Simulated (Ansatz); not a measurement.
**AlH3O (triplet): correlated methods under varied settings at distance Al1–H4 along a hydrogen transfer = 1.697 Å**

What do other methods and options give for AlH3O (triplet) at this geometry, and how long do they take?

Program: Ansatz 0.2.0, Gaussian basis. Level of theory: the settings change from run to run. These are calculated values, not measurements.

13 further runs of the same task are left out: 9 for a known fault of the program, 1 for a mislabelled method, 3 that didn't finish.

## 1. What is computed

The geometry derives from fragments relaxed apart (PBE0/def2-TZVP) and kept rigid, so it is no stationary point. A hydrogen atom is moved between rigid fragments.

5 atoms, charge 0, spin multiplicity 3.

Atoms are counted from 1 here; the program's logs count them from 0.

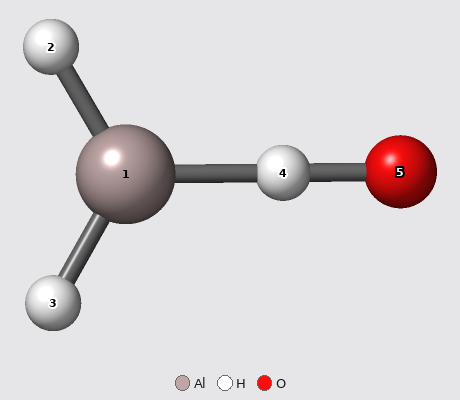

The geometry (aluminium light grey, hydrogen white, oxygen red); atoms are numbered from 1 in the order of the file.

## 2. CISD/STO-3G

in.yaml

```yaml
crystal:
  periodic: [false, false, false]
  atoms:
    - {symbol: Al, position_ang: [-1.033594, 0.000000, 0.000000]}
    - {symbol: H, position_ang: [-1.826518, 1.373384, 0.000000]}
    - {symbol: H, position_ang: [-1.826518, -1.373384, 0.000000]}
    - {symbol: H, position_ang: [0.663406, 0.000000, 0.000000]}
    - {symbol: O, position_ang: [1.931406, 0.000000, 0.000000]}
basis:
  gaussian: {orbitals: STO-3G, fitting: {mean_field: def2-universal-jkfit}}
magnetization: {spin_polarized: false, initial_magnetization: 2}
correlation: {active_space: {ras: {orbitals: [11, 2, 4], electrons: 24, max_holes: 2, max_particles: 2}, fixed_orbitals: true}}
```

Launch:

```console
$ ansatz run in.yaml --threads 1 --pin off --events-out ev --progress --plain --max-ram 2393MiB
```

The log of the run:

```text
Functional definition: HF
  name "HF"
  cite "Fock, Z. Phys. 61, 126 (1930) doi:10.1007/BF01340294"
  parent pbe
  exchange = exact_x
  correlation = 0
259 factors; integrals over basis functions are off by at most 7.0e-3 eV
mean field evaluation 1: about -8533.9637 eV, gradient 3.3e1 eV
mean field evaluation 2: about -8381.4832 eV, gradient 9.6e1 eV
mean field evaluation 4: about -8556.1967 eV, gradient 5.0e0 eV
mean field evaluation 8: about -8556.7059 eV, gradient 4.9e-1 eV
mean field evaluation 16: about -8551.0104 eV, gradient 5.3e-3 eV
mean field evaluation 32: about -8556.6940 eV, gradient 4.0e-1 eV
mean field evaluation 64: about -8548.4227 eV, gradient 4.0e0 eV
mean field evaluation 96: about -8556.1988 eV, gradient 5.0e0 eV
mean field -8556.70862913 eV, -314.4532421752 hartree, gradient 1.1e-6 eV, S^2 2.000000; 12 other end points of the search recorded, 0 dependent functions left out
reference -8556.70862913 eV, -314.4532421752 hartree; 13, 11 occupied and 4, 6 virtual orbitals, 259 factors
state -8558.78735889 eV, -314.5296340849 hartree
Total energy: -8558.78735889 eV, -314.5296340849 hartree
```

Wall time 0.36 s (1 thread of AMD EPYC 9R45, shared host).

From the report: 4,982 determinants.

## 3. HF/STO-3G

Changes to in.yaml since step 2:

```diff
@@ -9,4 +9,6 @@
 basis:
-  gaussian: {orbitals: STO-3G, fitting: {mean_field: def2-universal-jkfit}}
+  gaussian: {orbitals: STO-3G}
 magnetization: {spin_polarized: false, initial_magnetization: 2}
-correlation: {active_space: {ras: {orbitals: [11, 2, 4], electrons: 24, max_holes: 2, max_particles: 2}, fixed_orbitals: true}}
+hamiltonian: {xc: hf}
+accuracy: high
+output: {forces: true, orbitals: {seedname: orbitals}}
```

Same command.

The log of the run, cut to the lines that bear on the results:

```text
Functional definition: HF
  name "HF"
  cite "Fock, Z. Phys. 61, 126 (1930) doi:10.1007/BF01340294"
  parent pbe
[...]
272 factors; integrals over basis functions are off by at most 2.6e-8 eV
[...]
mean field -8556.69854026 eV, -314.4528714160 hartree, gradient 7.5e-9 eV, S^2 2.000000; 3 other end points of the search recorded, 0 dependent functions left out
[...]
reference -8556.69854026 eV, -314.4528714160 hartree; 13, 11 occupied and 4, 6 virtual orbitals, 272 factors
Total energy: -8556.69854026 eV, -314.4528714160 hartree
Atom 0 at    -1.033594     0.000000     0.000000 Å, force     0.082054    -0.000000     0.000000 eV/Å
Atom 1 at    -1.826518     1.373384     0.000000 Å, force     1.112833    -2.031854     0.000000 eV/Å
Atom 2 at    -1.826518    -1.373384     0.000000 Å, force     1.112833     2.031854    -0.000000 eV/Å
Atom 3 at     0.663406     0.000000     0.000000 Å, force    -5.504509     0.000000     0.000000 eV/Å
Atom 4 at     1.931406     0.000000     0.000000 Å, force     3.196789     0.000000    -0.000000 eV/Å
Dipole moment:    -0.075593     0.000000     0.000000 e Å
```

Run time: 0.15 s. Hardware: 1 thread of AMD EPYC 9R45, shared host.

## 4. BCCD on ROHF/STO-3G

Changes to in.yaml since step 3:

```diff
@@ -9,6 +9,5 @@
 basis:
-  gaussian: {orbitals: STO-3G}
+  gaussian: {orbitals: STO-3G, fitting: {mean_field: def2-universal-jkfit}}
 magnetization: {spin_polarized: false, initial_magnetization: 2}
-hamiltonian: {xc: hf}
+correlation: {method: bccd, electrons: all, diis_vectors: 1}
 accuracy: high
-output: {forces: true, orbitals: {seedname: orbitals}}
```

Launched as before.

The log of the run, cut to the lines that bear on the results:

```text
Functional definition: HF
  name "HF"
  cite "Fock, Z. Phys. 61, 126 (1930) doi:10.1007/BF01340294"
  parent pbe
[...]
259 factors; integrals over basis functions are off by at most 7.0e-3 eV
[...]
mean field -8556.70862951 eV, -314.4532421890 hartree, gradient 1.8e-8 eV, S^2 2.000000; 14 other end points of the search recorded, 0 dependent functions left out
[...]
determinant -8556.70862951 eV, -314.4532421890 hartree, with singles and doubles -8558.85879237 eV, -314.5322592166 hartree
determinant -8556.69841598 eV, -314.4528668486 hartree, with singles and doubles -8558.84787585 eV, -314.5318580421 hartree
determinant -8555.28651711 eV, -314.4009805223 hartree, with singles and doubles -8557.10332780 eV, -314.4677470837 hartree
determinant -8551.01044891 eV, -314.2438379146 hartree, with singles and doubles -8554.17266233 eV, -314.3600471140 hartree
determinant -8556.70862951 eV, -314.4532421890 hartree, with singles and doubles -8558.85901235 eV, -314.5322673009 hartree
determinant -8556.69841598 eV, -314.4528668486 hartree, with singles and doubles -8558.84814219 eV, -314.5318678298 hartree
reference -8556.70862951 eV, -314.4532421890 hartree; 13, 11 occupied and 4, 6 virtual orbitals, 259 factors
second order -1.34017704 eV of doubles, -0.11426393 eV of singles
cycle   1  -2.16032401 eV  change   -9.9e-3 eV  update   7.9e-3
[...]
cycle  32  -2.15161775 eV  change  -7.3e-10 eV  update  8.8e-10
Total energy: -8558.86024726 eV, -314.5323126831 hartree
```

It took 0.63 s on 1 thread of AMD EPYC 9R45, shared host.

From the report: correlation -2.1516 eV; largest double amplitude 0.07.

## 5. CCSD(T) on UHF/STO-3G

Changes to in.yaml since step 4:

```diff
@@ -9,5 +9,5 @@
 basis:
-  gaussian: {orbitals: STO-3G, fitting: {mean_field: def2-universal-jkfit}}
-magnetization: {spin_polarized: false, initial_magnetization: 2}
-correlation: {method: bccd, electrons: all, diis_vectors: 1}
-accuracy: high
+  gaussian: {orbitals: STO-3G}
+magnetization: {spin_polarized: true, initial_magnetization: 2}
+correlation: {method: ccsd_t, electrons: outside_noble_gas}
+output: {forces: true}
```

The command is unchanged.

The log of the run, cut to the lines that bear on the results:

```text
Functional definition: HF
  name "HF"
  cite "Fock, Z. Phys. 61, 126 (1930) doi:10.1007/BF01340294"
  parent pbe
[...]
196 factors; integrals over basis functions are off by at most 3.4e-5 eV
[...]
mean field -8556.98323293 eV, -314.4633336788 hartree, gradient 1.4e-6 eV, S^2 2.046046; 11 other end points of the search recorded, 0 dependent functions left out
determinant -8556.98323293 eV, -314.4633336788 hartree, with singles and doubles -8558.65779156 eV, -314.5248725731 hartree
determinant -8556.97295629 eV, -314.4629560190 hartree, with singles and doubles -8558.64689195 eV, -314.5244720201 hartree
determinant -8555.32229543 eV, -314.4022953514 hartree, with singles and doubles -8556.90371420 eV, -314.4604114192 hartree
determinant -8556.98323293 eV, -314.4633336788 hartree, with singles and doubles -8558.65811933 eV, -314.5248846186 hartree
[...]
reference -8556.98323293 eV, -314.4633336788 hartree; 7, 5 occupied and 4, 6 virtual orbitals, 196 factors
second order -1.03574603 eV of doubles, -0.00000000 eV of singles
cycle   1  -1.67488841 eV  change   -2.0e-6 eV  update   1.5e-6
[...]
cycle   4  -1.67488942 eV  change   -8.7e-9 eV  update   3.4e-9
perturbative correction -0.01477938 eV, -0.0005431320 hartree
[...]
Total energy: -8558.67290173 eV, -314.5254278617 hartree
Atom 0 at    -1.033594     0.000000     0.000000 Å, force    -0.594996     0.000000     0.000000 eV/Å
Atom 1 at    -1.826518     1.373384     0.000000 Å, force     0.671316    -1.339491    -0.000000 eV/Å
Atom 2 at    -1.826518    -1.373384     0.000000 Å, force     0.671316     1.339491     0.000000 eV/Å
Atom 3 at     0.663406     0.000000     0.000000 Å, force    -2.660383     0.000000     0.000000 eV/Å
Atom 4 at     1.931406     0.000000     0.000000 Å, force     1.912747    -0.000000    -0.000000 eV/Å
Dipole moment:    -0.073086     0.000000    -0.000000 e Å
```

It took 0.39 s on 1 thread of AMD EPYC 9R45, shared host.

From the report: ⟨S²⟩ of the determinant 2.046 (pure triplet: 2.00); correlation -1.6897 eV; T1 0.012; largest double amplitude 0.07.

## 6. CCSD(T) on ROHF/6-31G

Changes to in.yaml since step 5:

```diff
@@ -9,5 +9,5 @@
 basis:
-  gaussian: {orbitals: STO-3G}
-magnetization: {spin_polarized: true, initial_magnetization: 2}
-correlation: {method: ccsd_t, electrons: outside_noble_gas}
-output: {forces: true}
+  gaussian: {orbitals: 6-31G}
+magnetization: {spin_polarized: false, initial_magnetization: 2}
+correlation: {method: ccsd_t, electrons: valence}
+accuracy: high
```

Launched as before.

The log of the run, cut to the lines that bear on the results:

```text
Functional definition: HF
  name "HF"
  cite "Fock, Z. Phys. 61, 126 (1930) doi:10.1007/BF01340294"
  parent pbe
[...]
575 factors; integrals over basis functions are off by at most 3.5e-9 eV
[...]
mean field -8661.78520815 eV, -318.3147352305 hartree, gradient 1.9e-8 eV, S^2 2.000000; 16 other end points of the search recorded, 0 dependent functions left out
[...]
determinant -8661.78520815 eV, -318.3147352305 hartree, with singles and doubles -8665.92224019 eV, -318.4667683540 hartree
determinant -8661.77615187 eV, -318.3144024185 hartree, with singles and doubles -8665.91354982 eV, -318.4664489886 hartree
determinant -8660.20939486 eV, -318.2568251605 hartree, with singles and doubles -8663.55985347 eV, -318.3799522432 hartree
determinant -8658.48777649 eV, -318.1935568523 hartree, with singles and doubles -8663.41501034 eV, -318.3746293565 hartree
determinant -8658.46984309 eV, -318.1928978118 hartree, with singles and doubles -8663.38980412 eV, -318.3737030447 hartree
determinant -8655.19876545 eV, -318.0726879260 hartree, with singles and doubles -8660.26209986 eV, -318.2587620334 hartree
determinant -8661.78520815 eV, -318.3147352305 hartree, with singles and doubles -8665.92340239 eV, -318.4668110641 hartree
determinant -8661.77615187 eV, -318.3144024185 hartree, with singles and doubles -8665.91435950 eV, -318.4664787438 hartree
6 core orbitals not correlated: weight in the atoms' cores, before any rotation towards them, 1.000 or more for the frozen orbitals, at most 0.000 for the correlated occupied ones
reference -8661.78520815 eV, -318.3147352305 hartree; 7, 5 occupied and 15, 17 virtual orbitals, 575 factors
second order -3.20488159 eV of doubles, -0.16195597 eV of singles
cycle   1  -4.13818683 eV  change    7.4e-6 eV  update   5.7e-6
[...]
cycle  15  -4.13818105 eV  change  -2.6e-10 eV  update  2.7e-10
perturbative correction -0.05500997 eV, -0.0020215792 hartree
Total energy: -8665.97839916 eV, -318.4688321582 hartree
```

It took 1.4 s on 1 thread of AMD EPYC 9R45, shared host.

From the report: correlation -4.1932 eV; T1 0.037; largest double amplitude 0.05.

## 7. CISD/def2-SVPD

Changes to in.yaml since step 6:

```diff
@@ -9,5 +9,5 @@
 basis:
-  gaussian: {orbitals: 6-31G}
+  gaussian: {orbitals: def2-SVPD}
 magnetization: {spin_polarized: false, initial_magnetization: 2}
-correlation: {method: ccsd_t, electrons: valence}
-accuracy: high
+correlation: {active_space: {ras: {orbitals: [5, 2, 58], electrons: 12, max_holes: 2, max_particles: 2}, fixed_orbitals: true}}
+output: {forces: true}
```

The command is unchanged.

The log of the run, cut to the lines that bear on the results:

```text
Functional definition: HF
  name "HF"
  cite "Fock, Z. Phys. 61, 126 (1930) doi:10.1007/BF01340294"
  parent pbe
[...]
670 factors; integrals over basis functions are off by at most 1.3e-3 eV
[...]
mean field -8659.50893398 eV, -318.2310836977 hartree, gradient 2.0e-6 eV, S^2 2.000000; 14 other end points of the search recorded, 0 dependent functions left out
reference -8659.50893398 eV, -318.2310836977 hartree; 13, 11 occupied and 58, 60 virtual orbitals, 670 factors
state -8666.43313562 eV, -318.4855434148 hartree
[...]
Total energy: -8666.43313562 eV, -318.4855434148 hartree
Atom 0 at    -1.033594     0.000000     0.000000 Å, force    -1.210774     0.000000    -0.000000 eV/Å
Atom 1 at    -1.826518     1.373384     0.000000 Å, force     0.149028    -0.052359     0.000000 eV/Å
Atom 2 at    -1.826518    -1.373384     0.000000 Å, force     0.149028     0.052359     0.000000 eV/Å
Atom 3 at     0.663406     0.000000     0.000000 Å, force     1.758849     0.000000    -0.000000 eV/Å
Atom 4 at     1.931406     0.000000     0.000000 Å, force    -0.846131    -0.000000     0.000000 eV/Å
Dipole moment:    -0.438948     0.000000    -0.000000 e Å
```

It took 14 s on 1 thread of AMD EPYC 9R45, shared host; peak memory 0.59 GiB.

From the report: 193,322 determinants.

## 8. CISD/cc-pVDZ

Changes to in.yaml since step 7:

```diff
@@ -9,5 +9,5 @@
 basis:
-  gaussian: {orbitals: def2-SVPD}
+  gaussian: {orbitals: cc-pVDZ}
 magnetization: {spin_polarized: false, initial_magnetization: 2}
-correlation: {active_space: {ras: {orbitals: [5, 2, 58], electrons: 12, max_holes: 2, max_particles: 2}, fixed_orbitals: true}}
-output: {forces: true}
+correlation: {active_space: {ras: {orbitals: [11, 2, 34], electrons: 24, max_holes: 2, max_particles: 2}, fixed_orbitals: true}}
+scf: {lower_state_search: off}
```

Launched as before.

The log of the run:

```text
Functional definition: HF
  name "HF"
  cite "Fock, Z. Phys. 61, 126 (1930) doi:10.1007/BF01340294"
  parent pbe
  exchange = exact_x
  correlation = 0
these checks for a lower state are left out or cut short: stability, starts, cluster_reference, orbital_swaps, neighbouring_geometries, increment
439 factors; integrals over basis functions are off by at most 1.0e-3 eV
mean field evaluation 1: about -8646.3805 eV, gradient 5.0e1 eV
mean field evaluation 2: about -8646.3981 eV, gradient 5.1e1 eV
mean field evaluation 4: about -8651.7382 eV, gradient 3.2e1 eV
mean field evaluation 8: about -8663.1278 eV, gradient 5.0e0 eV
mean field evaluation 16: about -8663.2819 eV, gradient 3.3e-3 eV
mean field -8663.28194478 eV, -318.3697392873 hartree, gradient 2.5e-6 eV, S^2 2.000000; 0 other end points of the search recorded, 0 dependent functions left out
reference -8663.28194478 eV, -318.3697392873 hartree; 13, 11 occupied and 34, 36 virtual orbitals, 439 factors
state -8669.97419327 eV, -318.6156748832 hartree
Total energy: -8669.97419327 eV, -318.6156748832 hartree
Checks for a lower state left out: stability, starts, cluster_reference, orbital_swaps, neighbouring_geometries, increment
```

Wall time 29 s (1 thread of AMD EPYC 9R45, shared host); peak memory 0.28 GiB.

From the report: 314,922 determinants.

## 9. The runs in one table

```csv
level,correlated,functions,energy (eV),time
CISD/STO-3G,all,17,-8558.7874,0.36 s
HF/STO-3G,,17,-8556.6985,0.15 s
BCCD on ROHF/STO-3G,all,17,-8558.8602,0.63 s
CCSD(T) on UHF/STO-3G,outside noble gas,17,-8558.6729,0.39 s
CCSD(T) on ROHF/6-31G,valence,28,-8665.9784,1.4 s
CISD/def2-SVPD,outside noble gas,71,-8666.4331,14 s
CISD/cc-pVDZ,all,47,-8669.9742,29 s
```

## 10. What came out

| quantity | value |
| --- | --- |
| runs | 7 |
| quickest | HF/STO-3G, 0.15 s |
| slowest | CISD/cc-pVDZ, 29 s |

Total energies in different bases, with other cores or another treatment of relativity can't be set against each other. CISD/cc-pVDZ took 194 times as long as HF/STO-3G; the jobs differ in more than the method.
